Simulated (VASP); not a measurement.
Band structure of MoSi2 (MoSi2 type). Level of theory: LDA (Ceperley-Alder, Perdew-Zunger) with spin-orbit coupling, VASP's LDA PAW potentials (set 64) (plane waves; VASP).

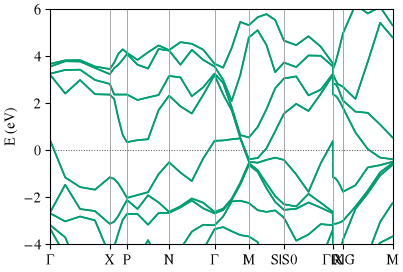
Figure: Bands along high-symmetry lines, zero at the valence-band maximum or, without a gap, the Fermi level

Read the plot: is there a gap, and where are the band edges?

It has no gap at this level: it comes out as a metal or semimetal.

The compound is MoSi2 in the MoSi2 type structure. It was relaxed first.
